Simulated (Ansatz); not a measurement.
Profile along the Ca–O line in Ca3SnO (anti-perovskite)

Ca3SnO (anti-perovskite)

```
Ca3SnO
1.0
    4.70578     0.00000     0.00000
    0.00000     4.70578     0.00000
    0.00000     0.00000     4.70578
Ca Sn O
3 1 1
Direct
  0.50000   0.00000   0.50000
  0.00000   0.50000   0.50000
  0.50000   0.50000   0.00000
  0.00000   0.00000   0.00000
  0.50000   0.50000   0.50000
```

Fields along a shortest Ca–O line of a {110} plane (2.35 Å), from Ca to O, interpolated on the slice's grid (step about 0.2 Å). All values below come from LDA (plane waves to 420 eV, PAW, scalar-relativistic; Ansatz, an electronic-structure program). k mesh 10×10×10. Inside the PAW spheres the values are not all-electron values, and peaks at nuclei hang on which shells count as valence. At this level the bands of Ca3SnO touch or barely overlap. Ca3SnO was relaxed with its symmetry unable to fall.

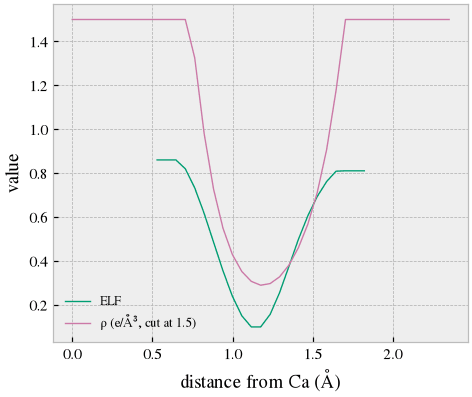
Figure. ELF (away from the nuclei) and valence density from Ca to O.

Density on the Ca–O line (2.35 Å) at its midpoint: 0.29 e/Å³. ELF at that point: 0.10.
